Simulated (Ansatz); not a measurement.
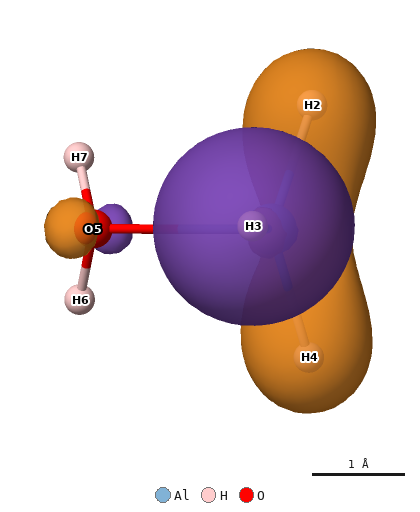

Figure 1: AlH5O. The HOMO at ±0.15 Å⁻³ᐟ² (orange and purple are the two phases), seen at a tilt.

These are results of RKS revPBE-D4/def2-SVP in Ansatz 0.2.0, not measurements.

Input

```
crystal:
  periodic: [false, false, false]
  atoms:
    - { symbol: Al, position_ang: [0.063901, 0.329332, -0.097981] }
    - { symbol: H, position_ang: [-0.020503, 0.143046, 1.466608] }
    - { symbol: H, position_ang: [1.467662, 0.69189, -0.774212] }
    - { symbol: H, position_ang: [-1.295193, 0.286436, -0.944864] }
    - { symbol: O, position_ang: [0.155056, -2.463814, 0.876033] }
    - { symbol: H, position_ang: [-0.761996, -2.791599, 0.796281] }
    - { symbol: H, position_ang: [0.062373, -1.720391, 1.532135] }
basis:
  gaussian: { orbitals: def2-SVP }
hamiltonian:
  xc: revpbe
  dispersion: d4
relax:
  f_tol: 0.03
  max_steps: 50
output:
  orbitals: {}
```

Launched as:

```sh
ansatz run input.yaml --threads 1 --pin off --max-ram 2048MiB --backend cpu --events-out ev --progress --plain --runs-dir out
```

The fields are those of the run's last geometry, not of the input's.

Question: What is the character of this orbital?

Answer: Its weight (Hirshfeld) is mainly on H3 (about 40 %), Al1 (about 35 %), H2 (about 10 %) and H4 (about 10 %). Its energy is −6.24 eV.
